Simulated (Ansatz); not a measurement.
# C₃H₅Al: what the fields show

```yaml
atoms:
  - { symbol: C, position_ang: [-0.7897, 0.6109, -0.9799] }
  - { symbol: C, position_ang: [0.3850, 0.6008, -0.4369] }
  - { symbol: C, position_ang: [1.2606, 0.1570, 0.5195] }
  - { symbol: Al, position_ang: [-0.9406, -0.7141, 0.6147] }
  - { symbol: H, position_ang: [-1.2518, 1.1214, -1.8278] }
  - { symbol: H, position_ang: [1.9988, -0.6220, 0.2672] }
  - { symbol: H, position_ang: [1.4836, 0.7917, 1.3929] }
  - { symbol: H, position_ang: [-0.8200, -2.2556, 0.2064] }
  - { symbol: H, position_ang: [-1.6003, -0.0890, 1.9307] }
```

Level of theory: Ansatz 0.2.0, UKS PBE/cc-pVDZ.

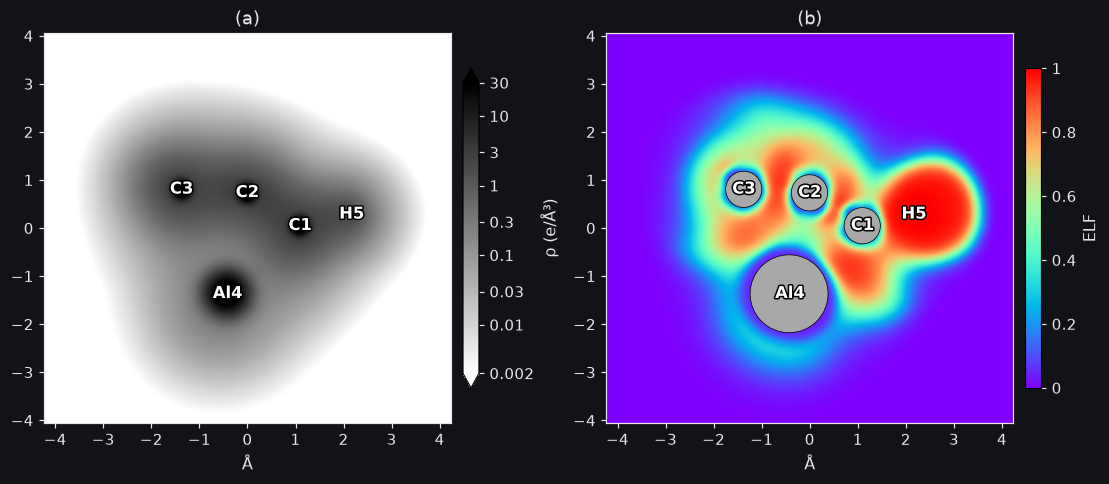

Figure 1. (a) total electron density; (b) electron localisation function on the plane of atoms C2, Al4 and C3. Grey discs cover the atomic cores in the ELF map.

Interpret the plot.

- The section cuts through C, Al and H sites.
- C–C (1.29 Å): ρ at the midpoint is about 2.3 e/Å³; the ELF peaks at about 0.85 between the atoms; a short, multiple covalent bond.
- C–Al (2.08 Å): the density is about 0.48 e/Å³ at the midpoint; the ELF peaks at about 0.85 in the valence shell of C, 0.8 Å from its nucleus, and is about 0.65 at the midpoint.
- C–H (1.09 Å): the density is about 1.9 e/Å³ at the midpoint; the ELF climbs to about 1 towards the hydrogen, as it does in any bond to H (a covalent bond by its length).
- C–C (1.37 Å): ρ at the midpoint is about 2 e/Å³; the ELF peaks at about 0.90 between the atoms (a covalent bond).
- C–Al (2.14 Å): ρ is about 0.37 e/Å³ halfway; the ELF peaks at about 0.55 in the valence shell of C, 0.7 Å from its nucleus, and is about 0.35 at the midpoint.

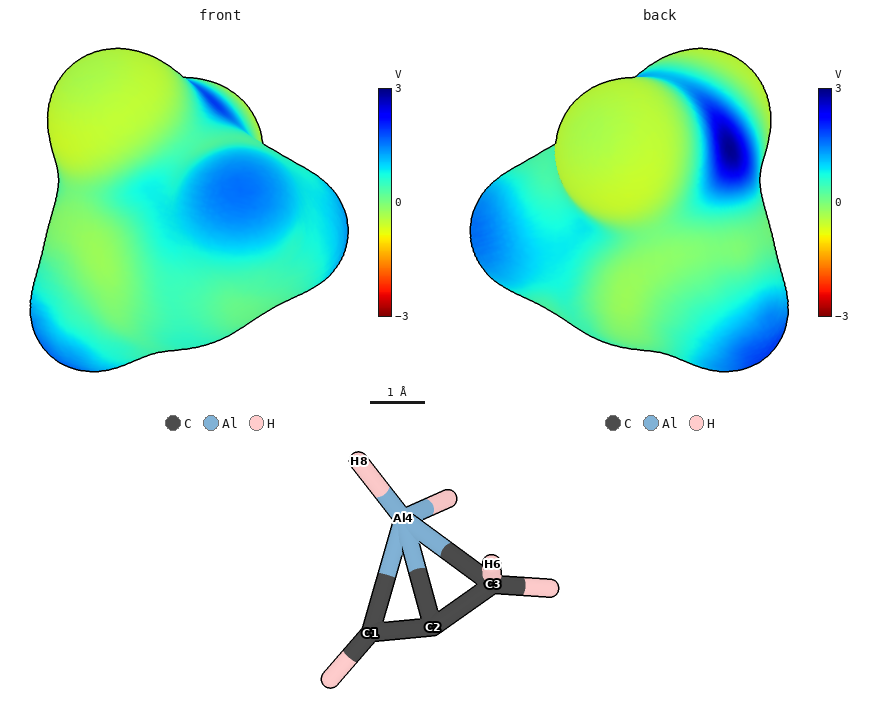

Figure 2. The molecular electrostatic potential painted on the density surface at 0.004 e/bohr³, seen from the front and from behind; red is negative and blue positive. The bare structure is drawn below in the same view.

Where is the surface potential most negative and most positive?

The most negative region (about −0.6 V) lies over H8 and H9, the most positive (about +2.7 V) over Al4.

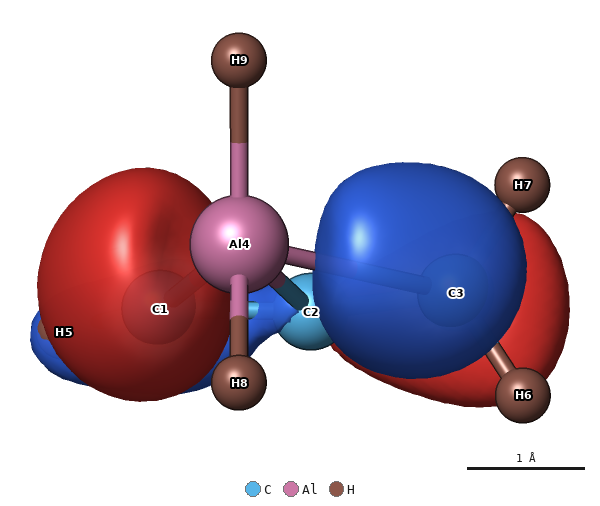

Figure 3. The HOMO at ±0.15 Å⁻³ᐟ² (blue and red are the two phases), seen from one side.

Where does this orbital lie, and at what energy?

Its weight (Hirshfeld) is mainly on C3 (about 35 %), C1 (about 30 %), Al4 (about 20 %) and C2 (about 10 %). Its energy is −6.44 eV.

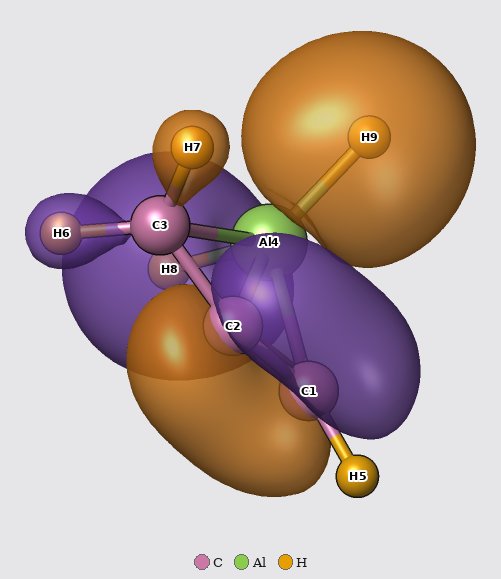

Figure 4. The HOMO−1 at ±0.08 Å⁻³ᐟ² (orange and purple are the two phases), seen at an oblique angle.

Where does this orbital lie, and at what energy?

By Hirshfeld shares it lies mainly on Al4 (about 25 %), H8 (about 20 %), H9 (about 20 %), C1 (about 15 %) and C2 (about 15 %). Its energy is −6.59 eV.
